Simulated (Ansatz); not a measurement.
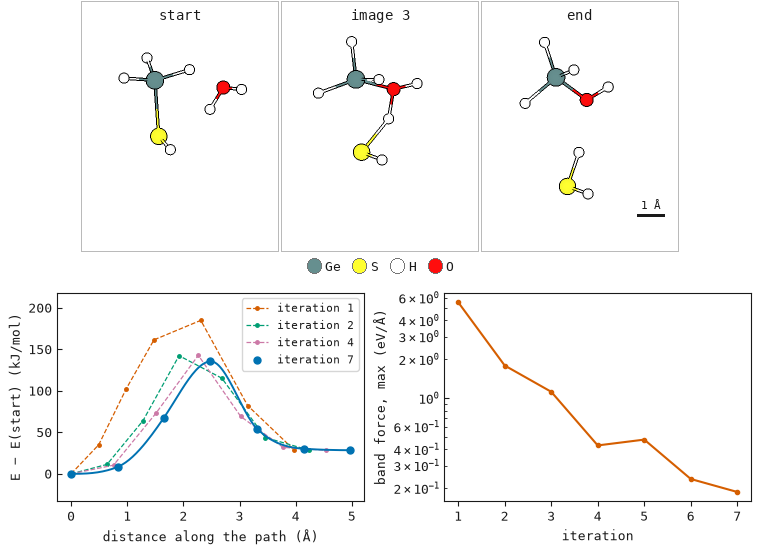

A nudged-elastic-band calculation for GeH$_{6}$SO, made up at the start of GeH$_{4}$S and H2O. Images are numbered from 0 (start) to 6 (end). The plot follows the band through its iterations. Style: ball-and-stick. Shown at a tilt.

The calculation used Ansatz, RKS PBE0/def2-SVP. Settings: 5 movable images; climbing image; force threshold 0.2 eV/Å; iteration limit 60; starting path through a guess of the saddle point.

Q: Judge this run.

A: The run met only a loose threshold, so the barrier can't be trusted yet. The band converged in 7 iterations. The largest component of the band force went from 5.5 to 0.19 eV/Å. The climbing image converged on the top of the path. Its curvatures weren't checked. The force threshold is so loose that the height of the top is at best an upper bound. The first iteration put the highest image at 185.0 kJ/mol. The highest point, image 3, lies 135.5 kJ/mol above the start and 107.1 kJ/mol above the end; the end is at +28.5 kJ/mol relative to the start.

Limits of the set-up: the start holds two separate molecules, 2.5 Å apart at their closest, whose relative position is a soft coordinate and is computed without a dispersion correction.

Cost: 90 s on 2 threads of Arm Neoverse V1 (shared host), peak memory 0.2 GiB.
